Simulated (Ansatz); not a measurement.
# 64-atom supercell of diamond Si with displaced atoms, uniform strain +0.5 %, part 3 of 3

Ansatz 0.2.0, PAW. Earlier steps stand in the parts before.

### 4 r²SCAN on the same atoms

in.yaml reads:

```yaml
crystal:
  lattice:
    - [10.919907, 0.000000, 0.000000]
    - [0.000000, 10.919907, 0.000000]
    - [0.000000, 0.000000, 10.919907]
  atoms:
    - { symbol: Si, position: [0.008865, 0.008038, 0.004789] }
    - { symbol: Si, position: [0.993043, 0.999716, 0.502570] }
    - { symbol: Si, position: [0.991652, 0.499759, 0.001963] }
    - { symbol: Si, position: [0.991797, 0.503634, 0.508076] }
    - { symbol: Si, position: [0.493248, 0.991309, 0.996703] }
    - { symbol: Si, position: [0.501580, 0.000283, 0.497945] }
    - { symbol: Si, position: [0.487876, 0.522398, 0.002502] }
    - { symbol: Si, position: [0.505655, 0.491909, 0.500824] }
    - { symbol: Si, position: [0.120195, 0.126337, 0.126233] }
    - { symbol: Si, position: [0.133217, 0.125942, 0.630498] }
    - { symbol: Si, position: [0.133116, 0.616723, 0.130165] }
    - { symbol: Si, position: [0.121888, 0.627692, 0.621100] }
    - { symbol: Si, position: [0.621312, 0.126071, 0.124361] }
    - { symbol: Si, position: [0.622785, 0.125268, 0.632695] }
    - { symbol: Si, position: [0.622170, 0.624085, 0.128164] }
    - { symbol: Si, position: [0.620655, 0.622404, 0.617619] }
    - { symbol: Si, position: [0.243384, 0.255691, 0.998299] }
    - { symbol: Si, position: [0.260698, 0.252049, 0.496749] }
    - { symbol: Si, position: [0.244021, 0.746055, 0.997233] }
    - { symbol: Si, position: [0.248721, 0.752800, 0.507112] }
    - { symbol: Si, position: [0.763398, 0.240037, 0.000776] }
    - { symbol: Si, position: [0.748102, 0.243240, 0.492807] }
    - { symbol: Si, position: [0.746465, 0.755053, 0.999217] }
    - { symbol: Si, position: [0.739297, 0.754255, 0.506329] }
    - { symbol: Si, position: [0.369042, 0.373104, 0.117482] }
    - { symbol: Si, position: [0.374060, 0.370029, 0.620061] }
    - { symbol: Si, position: [0.373861, 0.883247, 0.113372] }
    - { symbol: Si, position: [0.383205, 0.875207, 0.624138] }
    - { symbol: Si, position: [0.875203, 0.375161, 0.123641] }
    - { symbol: Si, position: [0.879477, 0.373034, 0.615731] }
    - { symbol: Si, position: [0.866661, 0.884252, 0.127341] }
    - { symbol: Si, position: [0.865842, 0.886814, 0.634044] }
    - { symbol: Si, position: [0.246798, 0.995856, 0.256613] }
    - { symbol: Si, position: [0.255265, 0.004754, 0.751373] }
    - { symbol: Si, position: [0.243308, 0.501928, 0.258656] }
    - { symbol: Si, position: [0.255858, 0.500617, 0.739108] }
    - { symbol: Si, position: [0.752776, 0.005601, 0.252130] }
    - { symbol: Si, position: [0.750935, 0.996676, 0.750665] }
    - { symbol: Si, position: [0.747642, 0.501111, 0.246648] }
    - { symbol: Si, position: [0.748141, 0.491351, 0.750080] }
    - { symbol: Si, position: [0.380743, 0.114724, 0.382765] }
    - { symbol: Si, position: [0.377335, 0.123662, 0.869267] }
    - { symbol: Si, position: [0.371875, 0.635075, 0.371166] }
    - { symbol: Si, position: [0.369577, 0.624120, 0.873273] }
    - { symbol: Si, position: [0.874761, 0.117787, 0.372193] }
    - { symbol: Si, position: [0.882519, 0.125626, 0.866161] }
    - { symbol: Si, position: [0.890259, 0.629279, 0.372278] }
    - { symbol: Si, position: [0.878514, 0.614258, 0.873803] }
    - { symbol: Si, position: [0.001263, 0.248291, 0.245261] }
    - { symbol: Si, position: [0.995695, 0.246361, 0.751285] }
    - { symbol: Si, position: [0.997623, 0.756302, 0.256432] }
    - { symbol: Si, position: [0.010161, 0.745702, 0.749355] }
    - { symbol: Si, position: [0.497640, 0.253674, 0.253857] }
    - { symbol: Si, position: [0.503159, 0.253212, 0.756307] }
    - { symbol: Si, position: [0.504669, 0.755225, 0.255113] }
    - { symbol: Si, position: [0.499789, 0.745180, 0.755673] }
    - { symbol: Si, position: [0.131382, 0.367865, 0.369506] }
    - { symbol: Si, position: [0.119028, 0.380402, 0.874188] }
    - { symbol: Si, position: [0.124418, 0.867187, 0.378970] }
    - { symbol: Si, position: [0.117027, 0.876277, 0.871175] }
    - { symbol: Si, position: [0.626809, 0.370088, 0.373943] }
    - { symbol: Si, position: [0.627161, 0.380110, 0.867562] }
    - { symbol: Si, position: [0.626601, 0.875224, 0.373543] }
    - { symbol: Si, position: [0.620942, 0.876611, 0.873463] }
  symmetry: { detect: false }
kpoints:
  mp_grid: { grid: [1, 1, 1], shift: [0.25, 0.25, 0.25] }
hamiltonian:
  xc: r2scan
scf:
  occupations: { method: fermi_dirac, width: 0.01 }
output:
  forces: true
  eigenvalues: true
  populations: true
  eigenstates: { kpoints: [[0.25, 0.25, 0.25]], e_range: [-6.0, 6.0], localisation: true }
```

Run with:

```bash
ansatz run in.yaml --threads 2 --pin off --max-ram 30400MiB --runs-dir r --events-out ev --progress --plain --backend cuda --devices 0, --max-vram 18GiB
```

The log of the run:

```text
Pseudopotentials: kind: paw
Functional definition: r2SCAN
  parameter k0 = 0.174
  parameter k1 = 0.065
  parameter a1 = 4.9479
  exchange = r2scan_x(k0 = k0, k1 = k1, a1 = a1)
  correlation = r2scan_c
Crystal: 64 atoms, lattice volume = 1302.137 Å³
Basis set: ecut = 500 eV, 33059 PW (Γ), exchange–correlation on 320×320×320 points (64 copies of the dense FFT grid, shifted against one another)
Bands: 192, of which v1, the nominal top of the filled ones, is band 128 counted from 1 (127 counted from 0)
Symmetry: 1 space group operations
k-points: 1
Non-local potential: Si, projectors of the file, l = 0: 2, l = 1: 2, l = 2: 2
PAW form: soft (Blöchl's): semilocal exchange-correlation on the pseudo side does not see the compensation charge
PAW frozen core: Si, regenerated for the run's functional (the file was generated under x = pbe(κ = 0.804, μ = 0.2195149727645171), c = pbe(β = 0.06672455060314922))
PAW one-centre angular grid: Si, 302 points (default); XC on 160 Gauss nodes
Initial density: superposition of atomic densities (neutral atoms: chi_scale 0, normalization atom), corrected by the library's trained network
Initial wavefunctions: pseudopotential atomic-orbital guess
Functional: x = r2scan, c = r2scan; τ floored in thin density (d = 2e-4 eV/Å³)
SCF iter   1: F=—  HF=-40894.533405 eV  |F-HF|=—  |Δ(HF+E_count)|=         —  Δρ=4.05e-3  dr2=1.80e-1  dr2_τ=3.91e-1  ethr=1.77e-3  ⟨swp⟩=6.0  Hψ=884  notcnv=0  defer=44
preconditioner: auto → Resta (q_TF=auto, 2.080 Å⁻¹)  ε∞=5.0  [insulator: Δε(μ)=1.052 eV  Ē_g=8.272 eV  σ=0.010 eV  W_gap=1.00  n_scr=202 (ndim 8)  ℏωp=16.5 eV  f_vac=0.000  D(μ)=0.00/eV (n_scr^D=0)  ε∞_Penn≈5.0]
SCF iter   2: F=—  HF=-40894.999261 eV  |F-HF|=—  |Δ(HF+E_count)|=   4.66e-1  Δρ=2.65e-3  dr2=7.24e-2  dr2_τ=2.82e-4  ethr=7.04e-5  ⟨swp⟩=2.0  Hψ=335  notcnv=0  defer=58
SCF iter   3: F=—  HF=-40894.994363 eV  |F-HF|=—  |Δ(HF+E_count)|=   4.90e-3  Δρ=2.57e-4  dr2=1.09e-3  dr2_τ=5.90e-5  ethr=2.83e-5  ⟨swp⟩=3.0  Hψ=268  notcnv=0  defer=58
SCF iter   4: F=—  HF=-40894.994038 eV  |F-HF|=—  |Δ(HF+E_count)|=   3.25e-4  Δρ=1.09e-4  dr2=1.30e-4  dr2_τ=1.76e-6  ethr=4.25e-7  ⟨swp⟩=2.0  Hψ=205  notcnv=0  defer=58
SCF iter   5: F=—  HF=-40894.995856 eV  |F-HF|=—  |Δ(HF+E_count)|=   1.82e-3  Δρ=2.56e-5  dr2=1.93e-5  dr2_τ=1.59e-7  ethr=5.10e-8  ⟨swp⟩=2.0  Hψ=245  notcnv=0  defer=58
SCF iter   6: F=—  HF=-40894.994805 eV  |F-HF|=—  |Δ(HF+E_count)|=   1.05e-3  Δρ=5.84e-6  dr2=8.90e-7  dr2_τ=7.36e-9  ethr=7.55e-9  ⟨swp⟩=2.0  Hψ=202  notcnv=0  defer=58
SCF iter   7: F=-40894.994805 eV  HF=-40894.994805 eV  |F-HF|=3.01e-8  |Δ(HF+E_count)|=   4.07e-7  Δρ=1.40e-6  dr2=7.17e-8  dr2_τ=8.40e-10  ethr=3.91e-11  ⟨swp⟩=17.0  Hψ=1254  notcnv=0
SCF 1 converged in 7 iterations: F = -40894.994805 eV  dr2 = 7.17e-8
NSCF: frozen V_eff on 1 k-points
SCF converged after 7 iterations
Free energy (F): -40894.994805 eV
Harris-Foulkes:  -40894.994805 eV  (|F-HF|=3.01e-8)
Internal energy: -40894.994805 eV  (E = F + TS)
E sigma→0 (E₀):  -40894.994805 eV
Fermi energy:    6.481863 eV
--- Per-component energies (eV) ---
  E_band       = 185.599271
  E_kinetic    = 2581.466237
  E_local      = -1768.755533  (includes V_loc(G=0)·N_el)
  E_nonlocal   = 1601.337861
  E_hartree    = 492.673997
  E_xc         = -3293.395044
  E_vxc        = -3179.573317  (∫ρ·V_xc dr)
  E_paw        = -33247.800304  (= ΣΔE_a)
  E_vpaw       = -158.826739  (= ΣTr[D̂ρ^β])
  E_aug_tail   = 0.000279  (compensation charges beyond the density's cutoff)
  E_vtau       = 124.602355  (kinetic-family band-sum trace: ∫τ·v_τ [+ j·A + Jᵃ·Aᵃ] dr)
  E_ewald      = -7255.630588
  E_core_change = -4.891711  (= ΣΔE_core)
  E_smearing   = -0.000000  (= −TS)
  E_closure    = -0.000000  (closes the sum)
  Σ components = -40894.994805   (vs F -40894.994805, Δ=0.00e0)
--- Forces (eV/Å), atoms counted from 1 ---
  atom   1  Si    -1.73083940    -1.29137709    -1.14839951
  atom   2  Si     1.18985336    -0.04222736     0.27073593
  atom   3  Si     1.58794989    -0.03556035     0.46661580
  atom   4  Si     1.85352064    -0.35072375    -1.75701524
  atom   5  Si     1.33571790     2.23600042    -0.72657238
  atom   6  Si     1.14926778    -0.77160262     1.00870312
  atom   7  Si     1.28463294    -2.86440985     0.12131666
  atom   8  Si    -1.14648518     0.72519282    -0.85364708
  atom   9  Si     1.88349243     0.29675208     0.52727897
  atom  10  Si    -0.85387621     0.42729265    -1.00405218
  atom  11  Si    -2.03949814     1.38644097    -0.65622837
  atom  12  Si     0.98390319    -0.67820152     0.13496718
  atom  13  Si     0.17923911    -0.19436013    -0.09998798
  atom  14  Si     0.42303774     0.02195282    -0.81725113
  atom  15  Si     0.26874802     1.08247501    -0.11832257
  atom  16  Si     0.30165469    -0.25366062     1.63241184
  atom  17  Si     0.18185128    -1.05571312    -0.53669457
  atom  18  Si    -1.22684791    -1.25271707    -0.08241054
  atom  19  Si     0.05589773     0.55744863     0.06288316
  atom  20  Si     0.52902844    -0.12286187    -0.52454277
  atom  21  Si    -1.56762479     0.93453537    -0.50668685
  atom  22  Si     0.30476783     0.00769394     0.81599696
  atom  23  Si     0.45717710    -0.83749661    -0.01676575
  atom  24  Si     1.83643041    -0.15931629    -0.72440576
  atom  25  Si     0.41351907     1.14074447     1.23530932
  atom  26  Si     1.20195970     0.46663930     0.79587898
  atom  27  Si    -1.21217415    -2.09863447     2.24051885
  atom  28  Si    -0.65076735     0.00602685     0.65398097
  atom  29  Si    -0.34758356    -0.29717170     0.44283947
  atom  30  Si    -1.52741086    -1.04277130     1.31940578
  atom  31  Si     1.27152569    -0.71516788    -0.55861099
  atom  32  Si     1.76582114    -2.75653269    -1.53720749
  atom  33  Si     0.21660435     0.41879652    -0.76207484
  atom  34  Si    -0.32003874    -1.40102858    -0.38708013
  atom  35  Si     1.80208415    -0.60294144    -0.74057737
  atom  36  Si    -1.18581078    -0.18659525     0.70826417
  atom  37  Si    -1.56041361    -0.46439889    -0.45803106
  atom  38  Si    -1.40683310     1.62488391     1.44640912
  atom  39  Si     0.71988500    -0.23460997     0.69123633
  atom  40  Si     0.96869005     1.23701204    -1.74409766
  atom  41  Si    -0.93207472     1.43909992    -1.49600552
  atom  42  Si    -0.19131396     0.80552494     1.40389018
  atom  43  Si     0.42325483    -1.06112754     1.03538146
  atom  44  Si    -0.72204795     0.89854841    -0.71609647
  atom  45  Si     0.70928587     1.30490153     0.35398462
  atom  46  Si    -0.86587059    -1.27343778     1.52491206
  atom  47  Si    -2.91739475    -0.47179726     1.02429669
  atom  48  Si    -0.92564834     1.72268649    -0.38727985
  atom  49  Si    -0.72970160     0.26784570     0.78009616
  atom  50  Si     1.54623126     1.31809416    -1.40870768
  atom  51  Si     0.82413673    -0.05803446    -2.14061195
  atom  52  Si    -2.29507977     0.54745485     0.14480324
  atom  53  Si    -0.38815553    -0.69168879    -0.84712098
  atom  54  Si    -0.57724861    -0.09067554    -0.81655207
  atom  55  Si    -0.94444449     0.09733621    -1.41990522
  atom  56  Si     0.08864063     0.11064168    -1.00672204
  atom  57  Si    -1.25652937     0.40998843     1.38504051
  atom  58  Si     0.28260116    -0.02765393    -0.49479178
  atom  59  Si    -0.23362503     1.12526189     0.54507654
  atom  60  Si     1.35067298     0.33033889     0.80593176
  atom  61  Si     0.23838342     0.63221254    -0.22760598
  atom  62  Si    -0.61532107    -0.54172461     2.68592053
  atom  63  Si     0.28440636     0.78083226     0.38669966
  atom  64  Si     0.45678860    -0.43443134     0.07128783
  max |Σ_I F_I| component: 1.21e-5 eV/Å
--- Band table (eV) ---
  k-point 0: bands = ["-6.2821", "-5.8018", "-5.7328", "-5.6660", "-5.2838", "-5.1889", "-5.1421", "-4.7846", "-4.7066", "-4.6229", "-4.5673", "-4.3404", "-4.2878", "-4.1935", "-4.1689", "-4.1188", "-4.0801", "-4.0585", "-3.9994", "-3.8648", "-3.5375", "-3.4419", "-3.3483", "-3.1497", "-3.0573", "-2.9961", "-2.9632", "-2.9052", "-2.8659", "-2.8380", "-2.7632", "-2.6836", "-1.4883", "-1.3699", "-1.3531", "-1.2786", "-1.2433", "-1.1873", "-1.1413", "-1.1033", "-1.0828", "-1.0148", "-0.9845", "-0.9091", "-0.8558", "-0.8001", "-0.7144", "-0.2571", "-0.2017", "-0.1115", "-0.0371", "0.0011", "0.0331", "0.1655", "0.7368", "0.7839", "0.9229", "1.1277", "1.1868", "1.3049", "1.6796", "1.7268", "1.7651", "1.7824", "1.8159", "1.8352", "1.8762", "1.9044", "1.9682", "2.3116", "2.3556", "2.4075", "2.4599", "2.4770", "2.5204", "2.5685", "2.5941", "2.6232", "2.6637", "2.7205", "2.7670", "2.8211", "2.8589", "2.8891", "2.9364", "2.9631", "3.0455", "3.1142", "3.1458", "3.1913", "3.2186", "3.2886", "3.3418", "3.4684", "3.4782", "3.5444", "3.5977", "3.6124", "3.6398", "3.7039", "3.7529", "3.7842", "3.8148", "3.8715", "3.9133", "3.9571", "3.9859", "4.0291", "4.0759", "4.0999", "4.1756", "4.2904", "4.3529", "4.4113", "4.4893", "4.5495", "4.5914", "4.6569", "4.6960", "4.7636", "4.8201", "4.8929", "4.9725", "5.1854", "5.2734", "5.3775", "5.7007", "5.9457", "7.0182", "7.0602", "7.1030", "7.4303", "7.4751", "7.5787", "7.8429", "7.9233", "7.9751", "8.0043", "8.0907", "8.1245", "8.1961", "8.2079", "8.2691", "8.2805", "8.3113", "8.3796", "8.4292", "8.4678", "8.4935", "8.5376", "8.5803", "8.5938", "8.6544", "8.7461", "8.8114", "8.8695", "8.8954", "8.9317", "8.9890", "9.0229", "9.0582", "9.0692", "9.1068", "9.1499", "9.1793", "9.2158", "9.2664", "9.3113", "9.5268", "9.5961", "9.6163", "9.6621", "9.6709", "9.7175", "9.7526", "9.7748", "9.7882", "9.8164", "9.8366", "9.8791", "9.9084", "9.9690", "10.0003", "10.0271", "10.0701", "10.1314", "10.1900", "10.2283", "10.2923", "10.3147", "10.3571", "10.4379"]
--- Löwdin populations: 64 sites ---
  site symbol       q [e]
     0     Si      3.9553
     1     Si      3.9646
     2     Si      3.9611
     3     Si      3.9530
     4     Si      3.9518
     5     Si      3.9590
     6     Si      3.9542
     7     Si      3.9658
     8     Si      3.9559
     9     Si      3.9651
    10     Si      3.9634
    11     Si      3.9485
    12     Si      3.9628
    13     Si      3.9565
    14     Si      3.9494
    15     Si      3.9598
    16     Si      3.9661
    17     Si      3.9553
    18     Si      3.9645
    19     Si      3.9613
    20     Si      3.9655
    21     Si      3.9588
    22     Si      3.9676
    23     Si      3.9762
    24     Si      3.9686
    25     Si      3.9582
    26     Si      3.9679
    27     Si      3.9639
    28     Si      3.9589
    29     Si      3.9613
    30     Si      3.9576
    31     Si      3.9623
    32     Si      3.9529
    33     Si      3.9627
    34     Si      3.9624
    35     Si      3.9508
    36     Si      3.9617
    37     Si      3.9498
    38     Si      3.9566
    39     Si      3.9618
    40     Si      3.9523
    41     Si      3.9602
    42     Si      3.9667
    43     Si      3.9518
    44     Si      3.9558
    45     Si      3.9582
    46     Si      3.9504
    47     Si      3.9567
    48     Si      3.9529
    49     Si      3.9587
    50     Si      3.9708
    51     Si      3.9538
    52     Si      3.9617
    53     Si      3.9512
    54     Si      3.9648
    55     Si      3.9605
    56     Si      3.9603
    57     Si      3.9665
    58     Si      3.9563
    59     Si      3.9570
    60     Si      3.9533
    61     Si      3.9830
    62     Si      3.9589
    63     Si      3.9501
  spilling = 0.010113 (of n_electrons = 256.000000)
```

Run time: 21 s. Hardware: 1 × NVIDIA H100 80GB HBM3 with 2 threads of AMD EPYC 7R13, shared host; peak host memory 2.7 GiB.

Top filled level 5.946 eV, lowest empty level 7.018 eV: 1.07 eV apart at the single k point (¼, ¼, ¼).

Frontier states and how far they spread:

| level (eV) | spin | filling | atoms sharing it | main element | its share | largest atom |
| --- | --- | --- | --- | --- | --- | --- |
| -0.25 | both | 2.00 | 61.2 | Si | 1.00 | – |
| 0.00 | both | 2.00 | 53.5 | Si | 1.00 | – |
| 1.07 | both | 0.00 | 62.4 | Si | 1.00 | – |
| 1.11 | both | 0.00 | 61.5 | Si | 1.00 | – |
| 1.16 | both | 0.00 | 60.0 | Si | 1.00 | – |
| 1.48 | both | 0.00 | 61.5 | Si | 1.00 | – |
| 1.53 | both | 0.00 | 62.7 | Si | 1.00 | – |
| 1.63 | both | 0.00 | 61.2 | Si | 1.00 | – |

Root-mean-square force by element: Si 1.82 eV/Å; the largest is 3.62 eV/Å.

Against PBEsol, the force components have a slope of 1.047 and differ by 0.051 eV/Å rms.

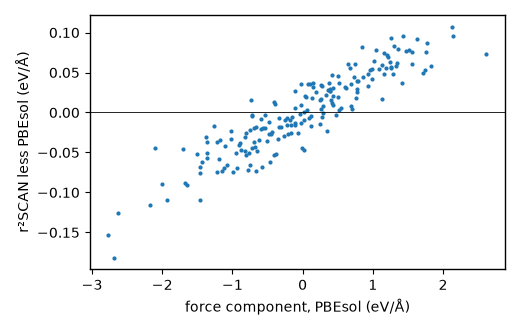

Change of each force component from PBEsol to r²SCAN.

### 5 Summary of results

What follows sums up all 3 parts.

| level | time | top filled to lowest empty (eV) | pressure (GPa) | force change (eV/Å rms) |
| --- | --- | --- | --- | --- |
| PBEsol | 13 s (GPU) | 0.76 | -0.33 | 0 |
| HSE06 | 53 s (GPU) | 1.45 | - | 0.078 |
| r²SCAN | 21 s (GPU) | 1.07 | - | 0.051 |

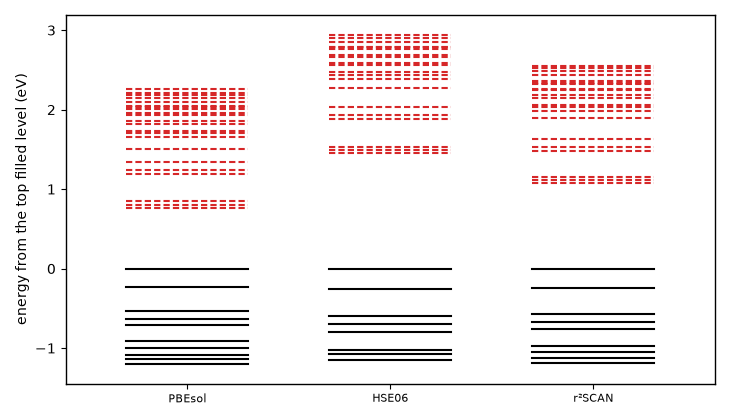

Levels near the gap by PBEsol, HSE06, r²SCAN: filled black, empty red and dashed.

At the same k points, PBEsol gives a spacing 0.69 eV smaller and r²SCAN gives a spacing 0.38 eV smaller than the 1.45 eV of HSE06. The price of HSE06 is about 4.1 times the time of PBEsol here. HSE06 forces are 7 % stiffer than those of PBEsol by the slope, and differ by 0.08 eV/Å rms. With one k point the spacing samples only the states that fold onto it, so it can exceed the gap over the zone.
